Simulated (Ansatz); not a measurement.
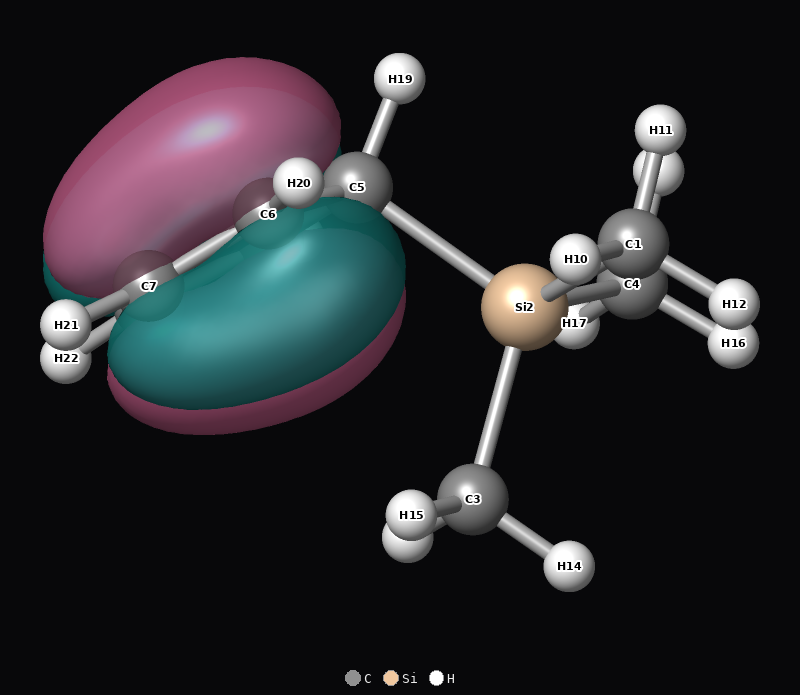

Figure. C$_{8}$H$_{14}$Si (SMILES C[Si](C)(C)C1C=CC=C1). One frontier orbital at ±0.1 Å⁻³ᐟ² (teal and pink are the two phases), seen from one side.

Geometry: PBE0-D4/def2-TZVP.

Method: RKS PBE0-D4/def2-TZVPP in Ansatz.

Input

```
crystal:
  periodic: [false, false, false]
  atoms:
    - {symbol: C, position_ang: [0.148032, -1.385760, -2.014612]}
    - {symbol: Si, position_ang: [-0.142010, -0.831394, -0.247947]}
    - {symbol: C, position_ang: [1.416458, -1.029053, 0.760424]}
    - {symbol: C, position_ang: [-1.533580, -1.843527, 0.494783]}
    - {symbol: C, position_ang: [-0.699064, 1.008613, -0.286140]}
    - {symbol: C, position_ang: [0.432821, 1.810755, -0.791015]}
    - {symbol: C, position_ang: [0.936053, 2.547747, 0.225846]}
    - {symbol: C, position_ang: [0.133691, 2.329894, 1.406563]}
    - {symbol: C, position_ang: [-0.859054, 1.459805, 1.110381]}
    - {symbol: H, position_ang: [0.975923, -0.839255, -2.472652]}
    - {symbol: H, position_ang: [-0.740823, -1.232741, -2.632612]}
    - {symbol: H, position_ang: [0.394283, -2.450898, -2.046645]}
    - {symbol: H, position_ang: [1.268999, -0.691632, 1.788079]}
    - {symbol: H, position_ang: [1.710964, -2.082133, 0.786950]}
    - {symbol: H, position_ang: [2.241383, -0.456382, 0.332525]}
    - {symbol: H, position_ang: [-1.293463, -2.909933, 0.458607]}
    - {symbol: H, position_ang: [-1.705817, -1.576749, 1.540253]}
    - {symbol: H, position_ang: [-2.469960, -1.696390, -0.050146]}
    - {symbol: H, position_ang: [-1.604971, 1.008407, -0.901600]}
    - {symbol: H, position_ang: [0.810043, 1.765936, -1.803499]}
    - {symbol: H, position_ang: [1.802275, 3.194415, 0.174381]}
    - {symbol: H, position_ang: [0.309845, 2.789332, 2.370448]}
    - {symbol: H, position_ang: [-1.627228, 1.103844, 1.783130]}
basis:
  gaussian: {orbitals: def2-TZVPP}
hamiltonian: {xc: pbe0, dispersion: d4}
output: {orbitals: {seedname: orbitals}}
```

Launched as:

```sh
ansatz run in.yaml --threads 4 --pin off --events-out ev --progress --plain --max-ram 46080MiB --backend cuda --devices 0, --max-vram 37GiB
```

> Which orbital is it: HOMO or LUMO?

The HOMO, at −6.20 eV. It lies mainly on C6 (about 25 %), C9 (about 25 %), C7 (about 15 %) and C8 (about 15 %).
